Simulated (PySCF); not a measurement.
**C4H9N, SMILES `CC/C=N\C`: what the electrons do**

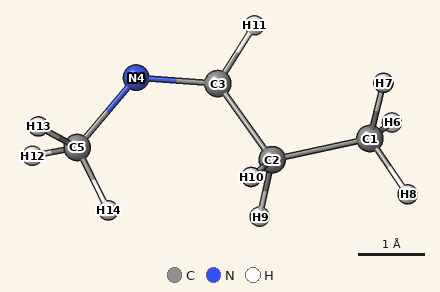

The molecule, with its atoms numbered as below. No frequency check shows the geometry to be a minimum.

Geometry (Å), atoms numbered from 1:

```
C1       2.3414   -0.0585    0.0041
C2       0.8822   -0.4933   -0.0051
C3      -0.0577    0.6843   -0.0028
N4      -1.3122    0.6996   -0.0013
C5      -2.1088   -0.4903    0.0012
H6       2.5659    0.5428   -0.8744
H7       2.5570    0.5332    0.8914
H8       2.9989   -0.9255    0.0028
H9       0.6831   -1.1050   -0.8909
H10      0.6740   -1.1142    0.8718
H11      0.4163    1.6616   -0.0011
H12     -2.8602   -0.3830   -0.7822
H13     -2.6349   -0.5359    0.9563
H14     -1.5577   -1.4246   -0.1484
```

### 1. Bonding charge

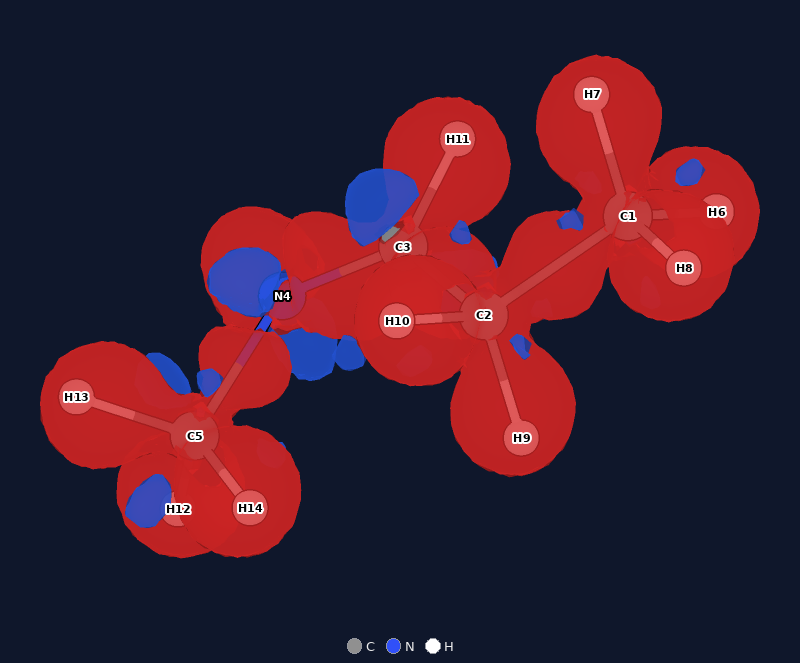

Deformation density (molecule less spherical, spin-averaged free atoms at the same positions), surfaces at ±0.1 e/Å³; red: gain, blue: loss.

Computed with PySCF, PBE/6-311G**, geometry: GFN2-xTB.

Q: Describe the bonding that the map shows.

A: The five largest and four smallest: C3–H11: +0.71 e/Å³ at the bond critical point (bond length 1.09 Å, Mayer order 1.0). C5–H12: +0.67 e/Å³ at the bond critical point (bond length 1.09 Å, Mayer order 1.0). C5–H13: +0.66 e/Å³ at the bond critical point (bond length 1.09 Å, Mayer order 0.9). C5–H14: +0.66 e/Å³ at the bond critical point (bond length 1.09 Å, Mayer order 0.9). C1–H6: +0.65 e/Å³ at the bond critical point (bond length 1.09 Å, Mayer order 1.0). C3–N4: +0.58 e/Å³ at the bond critical point (bond length 1.25 Å, Mayer order 2.0). C2–C3: +0.47 e/Å³ at the bond critical point (bond length 1.51 Å, Mayer order 1.0). C1–C2: +0.41 e/Å³ at the bond critical point (bond length 1.52 Å, Mayer order 1.0). N4–C5: +0.33 e/Å³ at the bond critical point (bond length 1.43 Å, Mayer order 1.0). In all, 2.8 electrons gather in the regions of gain relative to the promolecule.

Q: Where do the Hirshfeld charges lie?

A: The highest Hirshfeld charge is on H13 (+0.05 e), the lowest on N4 (−0.15 e).

```tsv
atom	charge (e)
C1	−0.10
C2	−0.06
C3	+0.03
N4	−0.15
C5	−0.07
H6	+0.04
H7	+0.04
H8	+0.04
H9	+0.04
H10	+0.04
H11	+0.03
H12	+0.04
H13	+0.05
H14	+0.03
```

### 2. Bond critical points

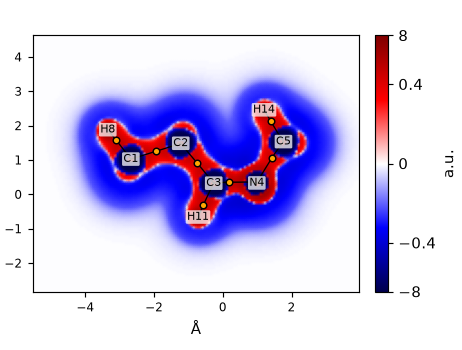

Negative Laplacian of the density (−∇²ρ) in a plane through 8 of the atoms (red positive, blue negative, colour scale in a.u., logarithmic beyond ±0.04), with bond paths and bond critical points (dots).

Q: At which bond critical points in this plane is charge locally concentrated, and at which depleted?

A: Concentrated (∇²ρ < 0): C3–N4 (−0.74 a.u.); C3–H11 (−0.96 a.u.); N4–C5 (−0.73 a.u.); C1–H8 (−0.90 a.u.); C5–H14 (−0.89 a.u.); C2–C3 (−0.57 a.u.); C1–C2 (−0.52 a.u.). At none is it depleted.

Q: Where along C3–N4 does the critical point lie?

A: 0.45 Å from C3 and 0.81 Å from N4.

### 3. Local ionisation energy

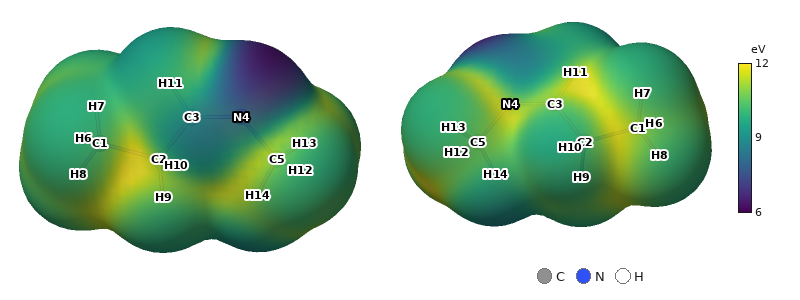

Average local ionisation energy on the surface of electron density 0.001 a.u. (back view left, front view right).

Q: Locate the minima of the map.

A: The lowest value is 6.3 eV, 1.9 Å from N4. Further minima include 8.9 eV, 1.4 Å from H14; 9.7 eV, 1.4 Å from H10. For comparison, the highest occupied orbital lies at −5.1 eV.

### 4. In an electric field

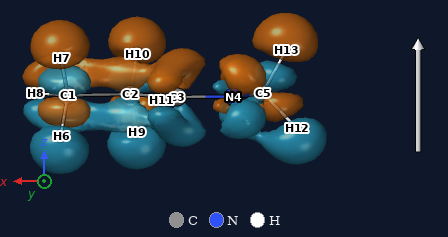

Change of the electron density in a uniform field of 0.51 V/Å along +z (arrow), surfaces at ±0.004 e/Å³ (light blue: gain, orange: loss).

PySCF calculation, B3LYP/cc-pVDZ, gas phase; geometry: GFN2-xTB. A basis without diffuse functions makes polarisabilities too small.

The field was applied in both directions; the picture shows the one opposite to the script's first.

Q: What dipole is induced, and what polarisability does it imply?

A: The induced dipole is 0.99 D (along the field); α along this axis, from the fields in both directions, is 39 bohr³ (5.8 Å³).

### 5. Localised orbitals

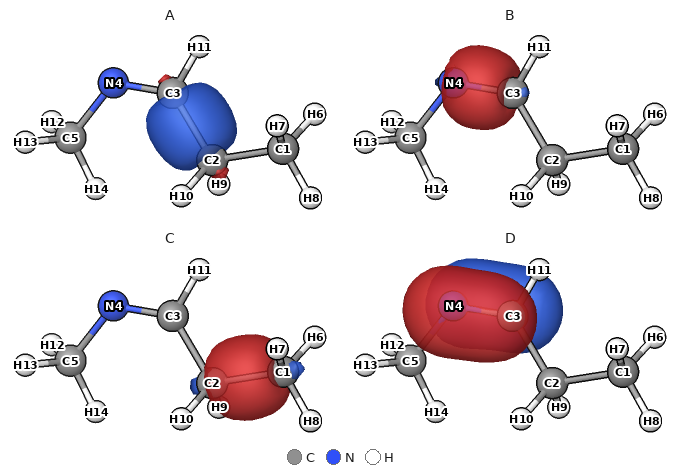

Intrinsic bond orbitals (IBO), occupied; each surface holds about 80 % of the orbital's density. Energies are diagonal elements of the Fock matrix.

PySCF calculation, ωB97X/6-31+G*, gas phase; geometry: GFN2-xTB.

Q: What does each orbital represent in a Lewis picture?

A: By panel:
- A: σ bond C2–C3 (C2 50 %, C3 50 %; −18.1 eV)
- B: σ bond N4–C3 (N4 56 %, C3 44 %; −24.0 eV)
- C: σ bond C2–C1 (C2 50 %, C1 49 %; −17.4 eV)
- D: π bond N4–C3 (N4 55 %, C3 44 %; −11.7 eV)

Q: How do all the valence pairs divide up?

A: 15 pairs: 13 σ bonds, 1 two-centre π bond and 1 lone pair.

The PySCF runs shown took 23 s, 35 s and 15 s on 1 thread of Intel(R) Xeon(R) Platinum 8259CL CPU @ 2.50GHz (Skylake/Cascade Lake), on a shared host.
